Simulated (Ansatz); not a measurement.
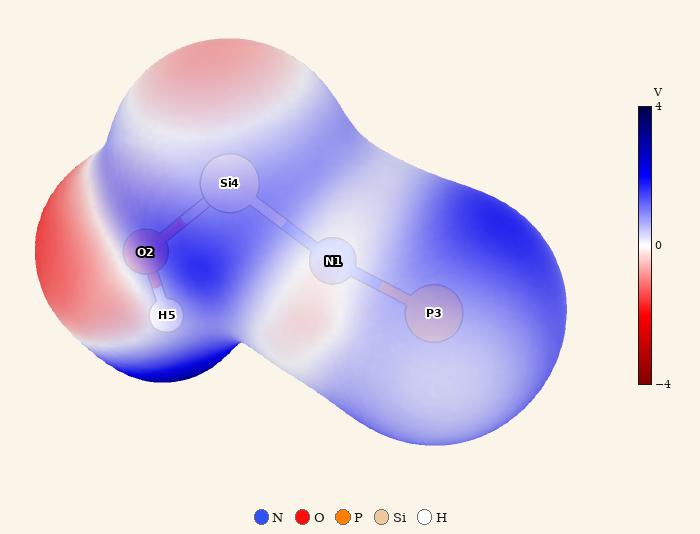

*HNOPSi (SMILES O[Si]=[N+]=[P-]) (doublet). The electrostatic potential painted on the density surface at 0.004 e/bohr³, seen at a tilt; red is negative and blue positive.*

Geometry: PBE0-D3(BJ)/def2-SVP.

Theory: isolated molecule in a Gaussian basis; Kohn-Sham density functional theory, functional PBE0 in Ansatz 0.2.0.

```xyz
5

N    -0.6108    1.5351   -0.8162
O    -0.9898    1.9151    1.7613
P    -0.3327    0.6377   -2.0393
Si   -0.9299    2.7952    0.3399
H    -0.8522    0.9618    1.7053
```

> Which sites attract a positive test charge, and which a negative one?

A positive charge is drawn to the negative regions and a negative charge to the positive ones. The most negative region (about −1.5 V) lies over O2, the most positive (about +3.5 V) over H5. O2 is the likeliest acceptor of a hydrogen bond.

> How polar is the molecule by this calculation?

Its dipole moment is 2.21 D.
